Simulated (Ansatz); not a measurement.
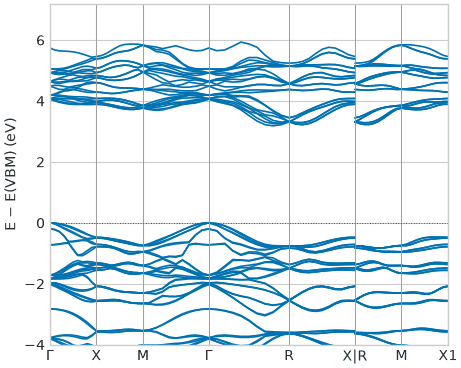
Band structure from r²SCAN with spin–orbit coupling in the plane-wave PAW code Ansatz

Read off the gap and where the band edges lie.

About 3.2 eV (3.18 eV by a search for the band edges); maximum at Γ, minimum on the Γ–R line, 80 % of the way from Γ.

The material is HfSO in space group P2_13 (No. 198; Hf on 4a, S on 4a, O on 4a).

The first step of the workflow began from a Materials Project structure, measured or hypothetical; the Crystallography Open Database copy checked does not list it. Its standing as an ambient phase is unchecked. The r²SCAN relaxation kept the symmetry of its start; its stability against distortions is not shown here. The run is not spin-polarised.

Potentials: the earlier of the program's two PAW sets.
